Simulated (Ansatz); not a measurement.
Cl$_{2}$F$_{2}$Zr···PH$_{3}$

The calculation's input:

```
crystal:
  periodic: [false, false, false]
  atoms:
    - { symbol: Zr, position_ang: [0.0, 0.0, 0.0] }
    - { symbol: F, position_ang: [0.0, 0.0, 2.33] }
    - { symbol: Cl, position_ang: [2.3764, 0.0, -0.8392] }
    - { symbol: Cl, position_ang: [-1.1869, 2.0563, -0.8392] }
    - { symbol: F, position_ang: [-0.9326, -1.6157, -0.6593] }
    - { symbol: P, position_ang: [1.5052, 2.2699, 0.905] }
    - { symbol: H, position_ang: [2.5975, 1.8288, 1.6979] }
    - { symbol: H, position_ang: [1.9955, 2.9909, -0.2158] }
    - { symbol: H, position_ang: [0.7205, 1.0866, 2.1547] }
basis:
  gaussian: { orbitals: def2-SVP }
hamiltonian:
  xc: pbe0
  dispersion: d4
relax:
  f_tol: 0.15
  max_steps: 25
  restrain:
    - { distance: [0, 5], at: 3.77, k: 30.0 }
    - { distance: [8, 1], at: 2.12, k: 30.0 }
    - { distance: [0, 1], at: 1.98, k: 30.0 }
    - { distance: [8, 5], at: 1.42, k: 30.0 }
output:
  orbitals: {}
```

Run with:

```sh
ansatz run input.yaml --threads 4 --pin off --max-ram 5120MiB --backend cpu --events-out ev --progress --plain --runs-dir out
```

The fields are those of the run's last geometry, not of the input's.

Core potentials replace the inner electrons of Zr; not at a stationary point (largest force 1.2 eV/Å).

These are results of Ansatz 0.2.0, RKS PBE0-D4/def2-SVP, not measurements.

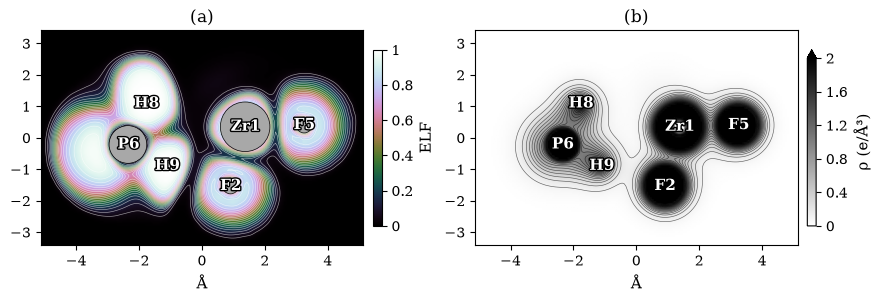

Figure 1. (a) electron localisation function; (b) electron density on the plane of atoms F2, Zr1 and F5. Grey discs cover the atomic cores in the ELF map.

What does the map show?

Answer.
- The section cuts through Zr, F, P and H sites.
- Zr1···H9 (2.78 Å): the density falls to about 0.07 e/Å³ on the way; the ELF dips to about 0.05 between them.
- Zr–F (1.88 Å): ρ is about 1 e/Å³ halfway; the ELF peaks at about 0.85 in the valence shell of F, 0.5 Å from its nucleus, and drops to about 0.20 between the two atoms.
- P–H (1.43 Å): ρ is about 1 e/Å³ halfway; the ELF climbs to about 1 towards the hydrogen, as it does in any bond to H.
- Zr–F (1.94 Å): the density is about 0.86 e/Å³ at the midpoint; the ELF peaks at about 0.85 in the valence shell of F, 0.5 Å from its nucleus, and drops to about 0.20 between the two atoms.
- The ELF also peaks beside P6, away from the bonds: lone-pair regions.

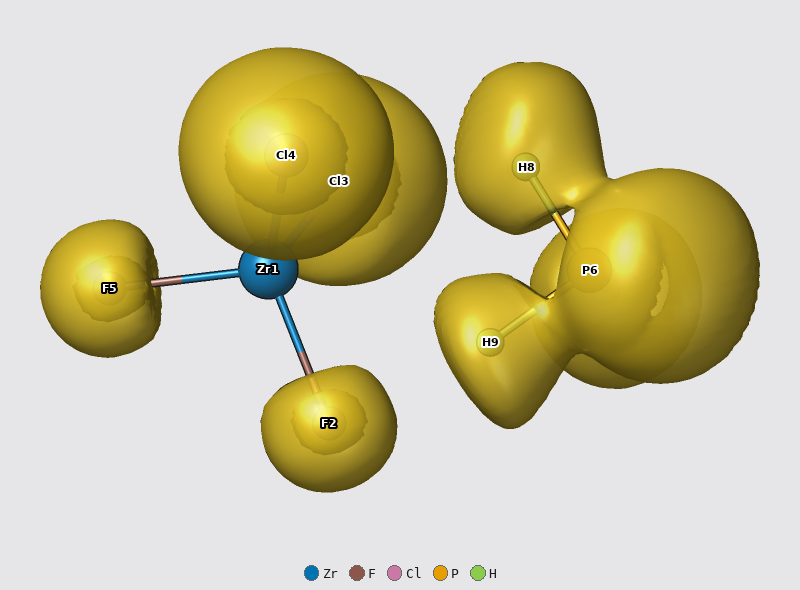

Figure 2. Isosurface of the ELF at 0.75 (yellow), seen from one side. Only the valence region is drawn (cores and ρ < 0.01 e/Å³ removed).

What do the ELF domains correspond to?

Answer. At this value the surface marks out two regions wrapped around Cl (the valence shell of each), two regions wrapped around F (the valence shell of each) and one joined region spread over several atoms (H, P), in which their bonds and any lone pairs are merged.

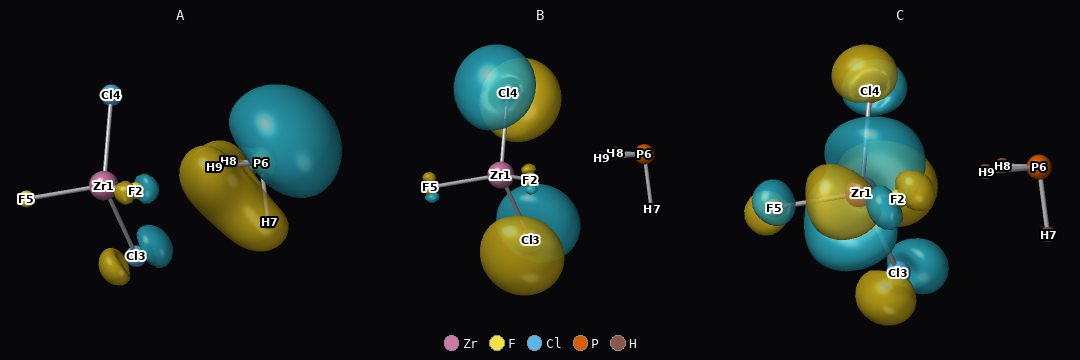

Figure 3. Three frontier orbitals at ±0.1 Å⁻³ᐟ² (yellow and cyan are the two phases), in no order.

Order the three orbitals by energy and name them.

Answer. B is the HOMO−1 (−9.84 eV). It lies mainly on Cl3 (about 45 %) and Cl4 (about 45 %); largely a combination of lone pairs on Cl3 and Cl4. A is the HOMO (−8.14 eV). By Hirshfeld shares it lies mainly on P6 (about 75 %); largely a lone pair of P6. C is the LUMO (−2.22 eV). It lies mainly on Zr1 (about 70 %), Cl3 (about 10 %) and Cl4 (about 10 %).

What is the HOMO–LUMO gap?

Answer. 5.92 eV between the orbital energies.
